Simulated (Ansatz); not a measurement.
**HfO2: O → F**

Start from HfO₂ in the fluorite structure (space group Fm-3m, No. 225; a = 5.0976 Å).

Perturbation: every O is replaced by F; the structure is relaxed again.

The values are results of PBE in Ansatz (plane waves to 420 eV, PAW, spin-orbit coupling left out), not measurements. Γ-centred 15×15×15 mesh, Fermi–Dirac width 0.05 eV, for the changed cell.

```yaml
density: 9.15 g/cm³ (base 10.55 g/cm³)
lattice_parameter_a: 5.396 Å (base 5.098 Å)
space_group: Fm-3m (No. 225) (base Fm-3m (No. 225))
shortest_interatomic_distance: 2.337 Å (base 2.207 Å)
band_gap: zero (base 3.75 eV)
```

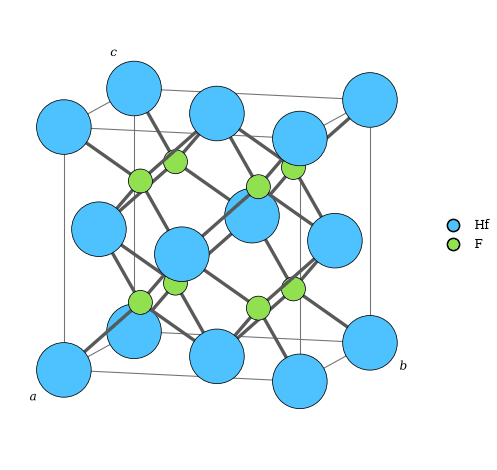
Figure. The relaxed conventional cell after the change

With Hf present, leaving out spin-orbit coupling can change the band edges. Stability against distortions was not tested. As relaxed here, HfF2 is a hypothetical phase, not in the database extracts checked. The final runs are not spin-polarised. HfF2 has a high density of states at the Fermi level and may be magnetic at this level. This is not the structure that HfO2 has at room temperature and ambient pressure.

Ansatz is a program for electronic structure.
